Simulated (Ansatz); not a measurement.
# BF (SMILES [B]F): RPA@PBE/STO-3G

Aim: the electronic atomisation energy of BF at RPA@PBE/STO-3G, from 3 runs. 

The results are computed with Ansatz 0.2.0.

39 further runs of the same task are left out: 1 that didn't finish, 38 set aside as unsound or not needed.

## 1. Starting point

BF has 2 atoms, charge 0, and is taken as a singlet. SMILES: `[B]F`. The shape is that of a GFN2-xTB optimisation.

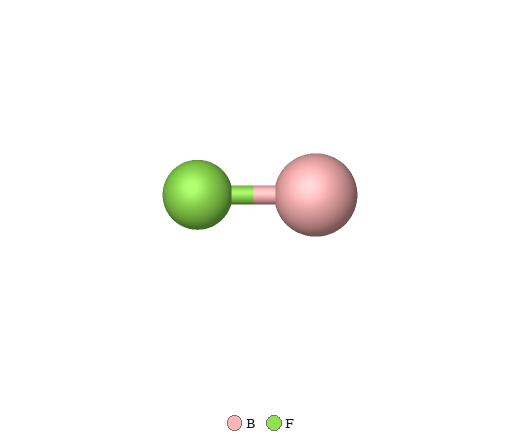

The structure, seen from a chosen angle (boron pink, fluorine green).

## 2. A single-point energy at RPA@PBE/STO-3G

File job.yaml:

```yaml
crystal:
  periodic: [false, false, false]
  atoms:
    - symbol: B
      position_ang: [0.000000, 0.000000, 0.000000]
    - symbol: F
      position_ang: [0.000000, 0.000000, 1.244390]
basis:
  gaussian: {orbitals: STO-3G}
hamiltonian: {xc: pbe}
correlation: {method: rpa, frozen_orbitals: {B: 1, F: 1}}
accuracy: high
```

Command:

```
$ ansatz run job.yaml --threads 1 --pin off --max-ram 2610MiB --events-out events.jsonl --progress --plain --runs-dir runs
```

What it wrote:

```text
Warning: RAYON_NUM_THREADS=1 ignored (pool sized by the plan → 1); use --threads N
Functional definition: PBE
  name "PBE"
  parameter kappa = 0.804
  parameter beta = 0.06672455060314922
  exchange = pbe_x(kappa = kappa, mu = beta*pi^2/3)
  correlation = pbe_c(beta = beta)
149 factors; integrals over basis functions are off by at most 2.3e-8 eV
mean field evaluation 1: about -3338.1419 eV, gradient 2.5e1 eV
mean field evaluation 2: about -3338.1126 eV, gradient 2.5e1 eV
mean field evaluation 4: about -3339.6089 eV, gradient 4.6e0 eV
mean field evaluation 8: about -3339.6658 eV, gradient 6.5e-4 eV
mean field evaluation 16: about -3339.6658 eV, gradient 1.1e-8 eV
mean field -3339.66578863 eV, -122.7304540254 hartree, gradient 1.1e-8 eV, S^2 0.000000; 0 other end points of the search recorded, 0 dependent functions left out
2 core orbitals not correlated: weight in the atoms' cores, before any rotation towards them, 1.000 or more for the frozen orbitals, at most 0.000 for the correlated occupied ones
reference -3329.06321045 eV, -122.3408164639 hartree; 5, 5 occupied and 3, 3 virtual orbitals, 149 factors
Total energy: -3333.10123558 eV, -122.4892111505 hartree
```

Wall time 0.74 s (1 thread of Arm Neoverse N1, shared host).

## 3. The B atom, same level

File in.yaml:

```yaml
crystal:
  periodic: [false, false, false]
  atoms:
    - symbol: B
      position_ang: [0.000000, 0.000000, 0.000000]
basis:
  gaussian: {orbitals: STO-3G}
total_charge: 0
magnetization: {spin_polarized: true, initial_magnetization: 1}
hamiltonian: {xc: {name: PBE}}
correlation: {method: rpa, frozen_orbitals: {B: 1}}
accuracy: high
```

Run the same way, it converges to -24.22643 Eh (log not shown).

## 4. The F atom

File job.yaml:

```yaml
crystal:
  periodic: [false, false, false]
  atoms:
    - {symbol: F, position_ang: [0.000000, 0.000000, 0.000000]}
basis:
  gaussian: {orbitals: STO-3G}
magnetization: {spin_polarized: true, initial_magnetization: 1}
hamiltonian: {xc: pbe}
correlation: {method: rpa, frozen_orbitals: {F: 1}}
accuracy: high
```

Command:

```
$ ansatz run job.yaml --threads 1 --pin off --max-ram 2610MiB --events-out events.jsonl --progress --plain --runs-dir runs
```

What it wrote, cut to the lines that bear on the results:

```text
Warning: RAYON_NUM_THREADS=1 ignored (pool sized by the plan → 1); use --threads N
[... 6 set-up lines as earlier in the session ...]
15 factors; integrals over basis functions are off by at most 1.2e-9 eV
mean field evaluation 1: about -2671.3014 eV, gradient 5.5e-12 eV
mean field evaluation 2: about -2671.3023 eV, gradient 3.7e-11 eV
mean field evaluation 4: about -2671.3022 eV, gradient 0.0e0 eV
mean field evaluation 8: about -2671.3022 eV, gradient 2.7e-2 eV
mean field evaluation 16: about -2671.3022 eV, gradient 3.2e-12 eV
mean field -2671.30230684 eV, -98.1685491027 hartree, gradient 1.4e-23 eV, S^2 0.750000; 7 other end points of the search recorded, 0 dependent functions left out
1 core orbitals not correlated: weight in the atoms' cores, before any rotation towards them, 1.000 or more for the frozen orbitals, at most 0.000 for the correlated occupied ones
reference -2666.34863534 eV, -97.9865050328 hartree; 4, 3 occupied and 0, 1 virtual orbitals, 15 factors
Total energy: -2667.19263608 eV, -98.0175214877 hartree
```

It took 0.79 s on 1 thread of Arm Neoverse N1, shared host.

## 5. What came out

Level: RPA@PBE/STO-3G, 2 core orbitals frozen.

| quantity | value |
| --- | --- |
| molecule: total energy | -122.48921 Eh |
| molecule: RPA correlation energy (valence) | -148.4 mEh |
| B atom: total energy | -24.22643 Eh |
| B atom: RPA correlation energy (valence) | -77.4 mEh |
| B atom: ⟨S²⟩ of the reference determinant | 0.750 |
| F atom: total energy | -98.01752 Eh |
| F atom: RPA correlation energy (valence) | -31.0 mEh |
| F atom: ⟨S²⟩ of the reference determinant | 0.750 |
| electronic atomisation energy | 6.674 eV |

Taking the molecule apart into free atoms costs 6.67 eV (154 kcal/mol), before zero-point energy and without spin-orbit coupling. In a minimal basis such a difference can be off by several eV, whatever the method.
